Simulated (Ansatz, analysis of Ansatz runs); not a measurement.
# A defect in a sheet: V_S in monolayer PtS2

Question: what does V_S cost in monolayer PtS2, which spin state does it take, and where do its states lie against the vacuum level? Model: a cell of 48 host atoms with 1 S taken out, with vacuum above and below.

Main program and level: Ansatz 0.2.0; plane-wave PAW DFT, LDA; supercells relaxed in a periodic cell with vacuum, the primitive cell and the final single points with the Coulomb interaction cut along the normal.

### Step 1. The structure

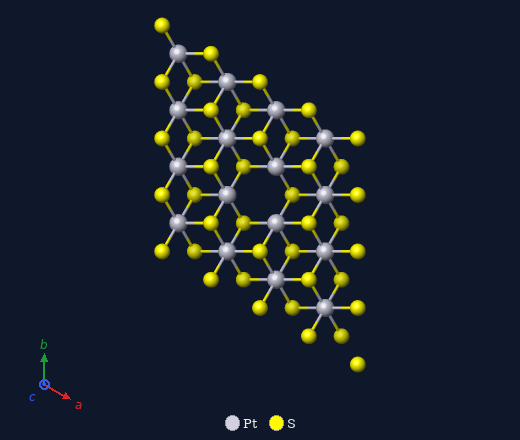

The cell as given, from above (platinum light grey, sulfur yellow). Bonds to atoms that aren't drawn are left out. Some periodic images of atoms are drawn too.

The cell holds 47 atoms: 16 Pt and 31 S. Its edges and angles: a = 14.054 Å, b = 14.054 Å, c = 32.000 Å, α = 90.0°, β = 90.0°, γ = 120.0°. It derives from PtS2 (PtS2 monolayer (from P-3m1)), repeated 4×4×1. Vacuum lies along c. Nearest the centre at fractional (0.500, 0.500, 0.538): Pt16 at 2.36 Å, Pt30 at 2.36 Å, Pt27 at 2.36 Å, S32 at 3.16 Å, S20 at 3.16 Å, S18 at 3.16 Å, S8 at 3.51 Å, S5 at 3.51 Å.

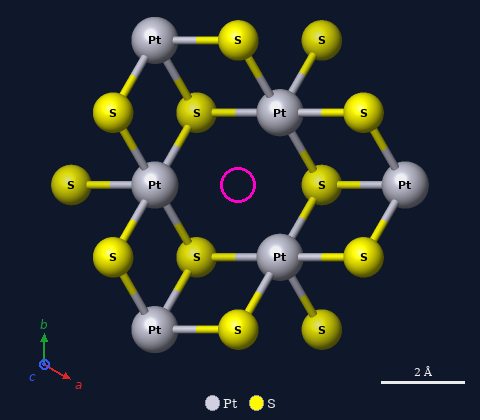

The atoms within 5 Å of the centre. A ring marks the centre wherever it is empty.

Structure file:

```xyz
47
Lattice="14.0540 0.0000 0.0000 -7.0270 12.1711 0.0000 0.0000 0.0000 32.0000" Properties=species:S:1:pos:R:3
Pt    0.0000    2.0285   16.0000
S     3.5135    0.0000   17.2121
S     1.7567    1.0143   14.7879
Pt   -1.7567    5.0713   16.0000
S     1.7567    3.0428   17.2121
S     0.0000    4.0570   14.7879
Pt   -3.5135    8.1141   16.0000
S     0.0000    6.0856   17.2121
S    -1.7567    7.0998   14.7879
Pt   -5.2702   11.1568   16.0000
S    -1.7567    9.1283   17.2121
S    -3.5135   10.1426   14.7879
Pt    3.5135    2.0285   16.0000
S     7.0270    0.0000   17.2121
S     5.2702    1.0143   14.7879
Pt    1.7567    5.0713   16.0000
S     5.2702    3.0428   17.2121
S     3.5135    4.0570   14.7879
Pt    0.0000    8.1141   16.0000
S     1.7567    7.0998   14.7879
Pt   -1.7567   11.1568   16.0000
S     1.7567    9.1283   17.2121
S     0.0000   10.1426   14.7879
Pt    7.0270    2.0285   16.0000
S    10.5405    0.0000   17.2121
S     8.7837    1.0143   14.7879
Pt    5.2702    5.0713   16.0000
S     8.7837    3.0428   17.2121
S     7.0270    4.0570   14.7879
Pt    3.5135    8.1141   16.0000
S     7.0270    6.0856   17.2121
S     5.2702    7.0998   14.7879
Pt    1.7567   11.1568   16.0000
S     5.2702    9.1283   17.2121
S     3.5135   10.1426   14.7879
Pt   10.5405    2.0285   16.0000
S    14.0540    0.0000   17.2121
S    12.2972    1.0143   14.7879
Pt    8.7837    5.0713   16.0000
S    12.2972    3.0428   17.2121
S    10.5405    4.0570   14.7879
Pt    7.0270    8.1141   16.0000
S    10.5405    6.0856   17.2121
S     8.7837    7.0998   14.7879
Pt    5.2702   11.1568   16.0000
S     8.7837    9.1283   17.2121
S     7.0270   10.1426   14.7879
```

The cell's shortest repeat is 14.1 Å.

### Step 2. The perfect sheet

One layer is cut from the bulk crystal and relaxed, atoms and in-plane cell, with the Coulomb interaction cut along the normal so that the layer doesn't feel its images.

File cell/input.yaml:

```yaml
crystal:
  lattice:
    - [3.5432, 0.0, 0.0]
    - [-1.7716, 3.068501, 0.0]
    - [0.0, 0.0, 26.287615]
  atoms:
    - { symbol: Pt, position: [0.3333333, 0.6666667, 0.5] }
    - { symbol: S, position: [1.0, 0.0, 0.5435113] }
    - { symbol: S, position: [0.6666667, 0.3333333, 0.4564887] }
  periodic: [true, true, false]
basis:
  ecutwfc: 420
  xc_grid: 2
hamiltonian:
  xc: lda
  pseudopotentials: { kind: paw, azcp: { folder: soft_1 }, xc_functional: pbe }
kpoints:
  mp_grid: { grid: [11, 11, 1] }
scf:
  occupations: { method: fermi_dirac, width: 0.02 }
  max_iter: 80
relax:
  f_tol: 0.005
  max_steps: 60
  cell: {}
output:
  forces: true
checkpoint:
  write: "../cell.run"
  compress: false
  write_wavefunctions: false
  write_every: 100000
```

On the command line:

```console
> ansatz run input.yaml --threads 32 --pin off --max-ram 84787MiB --backend cuda --events-out ev --progress --plain --runs-dir out --max-vram 78GiB
```

Numbers of over 12 decimals in the logs are rounded to 6 here.

What it wrote:

```text
Warning: crystal.periodic: the lattice vector that does not repeat stood 0.000° off the slab's normal, 26.288 Å along it as the deck builds it. The run solves the slab on a vector along the normal, 28 [...]
crystal.periodic: the lattice vector that does not repeat stood 0.000° off the slab's normal, 26.288 Å along it as the deck builds it. The run solves the slab on a vector along the normal, 28.375 Å lo [...]
Engine: ansatz 0.2.0, aarch64-unknown-linux-gnu
[...]
Pseudopotential: Pt, paw, valence charge 18, recommended cutoff 420 eV (normal), soft_1/Pt.paw.azcp
Pseudopotential: S, paw, valence charge 6, recommended cutoff 420 eV (normal), soft_1/S.paw.azcp
Functional definition: SPW92
[...]
Crystal: 3 atoms, lattice volume = 308.504 Å³
Basis set: ecut = 420 eV, 5945 PW (Γ), exchange–correlation on 48×48×384 points (8 copies of the dense FFT grid, shifted against one another)
Bands: 19, of which v1, the nominal top of the filled ones, is band 15 counted from 1 (14 counted from 0)
[...]
Space group: P-3m1 (ITA 164), of the structure as read, at distance tolerance 6.8e-5 Å
k-points: 16 of 121
[...]
basis re-selected at this cell: Δ(F+E_penalty+E_count) = +3.085e-4 eV, ΔP = -0.002 N/m vs the last step (what re-selecting the basis moved, of the pressure what is left beyond the Pulay correction tha [...]
SCF converged after 7 iterations
Free energy (F): -13986.452371 eV
[...]
Fermi energy:    -5.606168 eV
--- Per-component energies (eV) ---
[...]
--- Forces (eV/Å), atoms counted from 1 ---
[...]
--- 2D stress c σ (N/m, compression-positive) ---
[...]
P = ½ c Tr σ = -0.0125 N/m
--- Band table (eV; the first three rows and the last of 16) ---
[...]
--- Relaxed structure (4 steps of the walk, 4 accepted, 1 SCFs on fresh bases) ---
[...]
```

It took 3.8 s on 1 × NVIDIA GB200 with 32 threads of Arm Neoverse V2, shared host; peak memory 1.1 GiB.

The in-plane vectors went from 3.543 and 3.543 Å, as in the bulk, to 3.513 and 3.513 Å; the layer is 2.42 Å thick between its outer atoms.

### Step 3. Does the sheet stay flat and symmetric?

The defect-free supercell is relaxed from atoms displaced by 0.08 Å at random. A buckling or a charge-density wave of the sheet itself would otherwise be counted to the defect.

File pristine.relax/input.yaml:

```yaml
crystal:
  lattice:
    - [14.0539776155, 0.0, 0.0]
    - [-7.0269888078, 12.1711016393, 0.0]
    - [0.0, 0.0, 14.0]
  atoms:
    - { symbol: Pt, position: [0.0833333333, 0.1666666667, 0.5] }
    - { symbol: S, position: [0.25, 0.0, 0.5865781773] }
    - { symbol: S, position: [0.1666666667, 0.0833333333, 0.4134218227] }
    - { symbol: Pt, position: [0.0833333333, 0.4166666667, 0.5] }
[... 38 atom lines left out ...]
    - { symbol: Pt, position: [0.8333333333, 0.6666666667, 0.5] }
    - { symbol: S, position: [1.0, 0.5, 0.5865781773] }
    - { symbol: S, position: [0.9166666667, 0.5833333333, 0.4134218227] }
    - { symbol: Pt, position: [0.8333333333, 0.9166666667, 0.5] }
    - { symbol: S, position: [1.0, 0.75, 0.5865781773] }
    - { symbol: S, position: [0.9166666667, 0.8333333333, 0.4134218227] }
basis:
  ecutwfc: 420
  xc_grid: 2
hamiltonian:
  xc: lda
  pseudopotentials: { kind: paw, azcp: { folder: soft_1 }, xc_functional: pbe }
kpoints:
  mp_grid: { grid: [2, 2, 1] }
scf:
  occupations: { method: fermi_dirac, width: 0.01 }
  max_iter: 80
output:
  forces: true
relax:
  f_tol: 0.015
  max_steps: 100
  random_displacement: { amplitude: 0.08, seed: 5938 }
```

What it wrote:

```text
[...]
Crystal: 48 atoms, lattice volume = 2394.733 Å³
Basis set: ecut = 420 eV, 46817 PW (Γ), exchange–correlation on 192×192×192 points (8 copies of the dense FFT grid, shifted against one another)
Bands: 288, of which v1, the nominal top of the filled ones, is band 240 counted from 1 (239 counted from 0)
[...]
k-points: 4
[...]
SCF iter   2: F=—  HF=-223782.593559 eV  |F-HF|=—  |Δ(HF+E_count)|=   3.60e-1  Δρ=7.94e-3  dr2=3.85e-1  ethr=3.74e-4  ⟨swp⟩=2.2  Hψ=1537  notcnv=0  defer=156
[...]
SCF iter   7: F=-223782.524049 eV  HF=-223782.524053 eV  |F-HF|=4.30e-6  |Δ(HF+E_count)|=   1.03e-6  Δρ=3.30e-5  dr2=3.04e-5  ethr=2.08e-8  ⟨swp⟩=3.0  Hψ=4390  notcnv=0
SCF 2 converged in 7 iterations: F = -223782.524049 eV  dr2 = 3.04e-5
[...]
SCF 5 converged in 7 iterations: F = -223783.241453 eV  dr2 = 4.14e-8
relax step   5: F+E_penalty+E_count = -223783.24145330 eV  Δ(F+E_penalty+E_count) = -8.205e-4 eV  max|allowed force component| = 1.197e-3 eV/Å  Δτ_max = 0.0105 Å  (7 SCF iters, accepted)
SCF converged after 7 iterations
[...]
--- Relaxed structure (5 steps of the walk, 5 accepted, 0 SCFs on fresh bases) ---
[...]
```

It took 6.2 s on 1 × NVIDIA GB200 with 32 threads; peak memory 1.3 GiB.

At a 2×2×1 Γ-centred mesh the symmetric supercell lies within 1 meV an atom of the primitive cell's dense mesh.

It returns to the energy of the symmetric cell, so the symmetric sheet is kept as the host.

### Step 4. Band edges against the vacuum level

With the interaction cut along the normal, the potential far from the sheet is the zero of energy, so band edges and defect states of different cells share one scale, as long as a cell has no dipole along the normal.

File host/input.yaml:

```yaml
crystal:
  lattice:
    - [3.5134944039, 0.0, 0.0]
    - [-1.7567472019, 3.0427754098, 0.0]
    - [0.0, 0.0, 32.0]
  atoms:
    - { symbol: Pt, position: [0.3333333333, 0.6666666667, 0.5] }
    - { symbol: S, position: [1.0, 0.0, 0.5378779526] }
    - { symbol: S, position: [0.6666666667, 0.3333333333, 0.4621220474] }
  periodic: [true, true, false]
basis:
  ecutwfc: 420
  xc_grid: 2
hamiltonian:
  xc: lda
  pseudopotentials: { kind: paw, azcp: { folder: soft_1 }, xc_functional: pbe }
kpoints:
  mp_grid: { grid: [8, 8, 1] }
  band_path: { path: [VBM, CBM], npoints: 1 }
scf:
  occupations: { method: fixed }
  max_iter: 80
output:
  forces: true
  eigenvalues: true
  write_potential: true
  volumetric_format: npy
```

What it wrote:

```text
[...]
Crystal: 3 atoms, lattice volume = 342.105 Å³
Basis set: ecut = 420 eV, 6665 PW (Γ), exchange–correlation on 48×48×432 points (8 copies of the dense FFT grid, shifted against one another)
Bands: 19, of which v1, the nominal top of the filled ones, is band 15 counted from 1 (14 counted from 0)
[...]
k-points: 10 of 64
[...]
SCF iter   1: F=—  HF=-13987.820376 eV  |F-HF|=—  |Δ(HF+E_count)|=         —  Δρ=4.02e-2  dr2=6.47e0  ethr=3.10e-3  ⟨swp⟩=6.9  Hψ=1483  notcnv=0  defer=19
[...]
SCF iter   2: F=—  HF=-13987.271456 eV  |F-HF|=—  |Δ(HF+E_count)|=   5.49e-1  Δρ=2.53e-2  dr2=3.99e0  ethr=3.10e-3  ⟨swp⟩=5.4  Hψ=680  notcnv=0  defer=20
[...]
SCF iter   8: F=—  HF=-13986.452564 eV  |F-HF|=—  |Δ(HF+E_count)|=   2.67e-4  Δρ=4.10e-6  dr2=4.07e-8  ethr=3.33e-10  ⟨swp⟩=31.4  Hψ=3426  notcnv=0
SCF iter   9: F=-13986.452564 eV  HF=-13986.452564 eV  |F-HF|=4.27e-8  |Δ(HF+E_count)|=  9.48e-10  Δρ=3.05e-6  dr2=4.68e-8  ethr=1.36e-10  ⟨swp⟩=12.3  Hψ=1822  notcnv=0
SCF 1 converged in 9 iterations: F = -13986.452564 eV  dr2 = 4.68e-8
[...]
SCF converged after 9 iterations
Free energy (F): -13986.452564 eV
[...]
Fermi energy:    -6.554281 eV
[...]
--- Forces (eV/Å), atoms counted from 1 ---
[...]
--- Band table (eV; the first three rows and the last of 10) ---
[...]
```

Run time: 3.5 s. Hardware: 1 × NVIDIA GB200 with 32 threads; peak memory 1.4 GiB; 9.7 s of CPU time.

The column dr2 measures how far the density is from self-consistency, as an energy; F and HF (Harris–Foulkes) agree once it is small.

The band edges were searched for over the zone, on the density of this mesh. The valence top lies 6.52 eV and the conduction bottom 4.77 eV below the vacuum level: a gap of 1.75 eV.

(Part 1 of 2 ends here.)

[Logs are printed without paths, hosts, clocks, repeated set-up lines and the standing remarks that a program may print on its own settings, such as how far it seeks lower states.]

[Hosts, paths, dates, database ids (printed as entryN), source tags and the programs' standing remarks are cut or masked in the printed files.]

[Maps of the electrostatic potential energy from Ansatz leave out the sawtooth potential of an applied field or a dipole correction, so their vacuum need not be flat.]
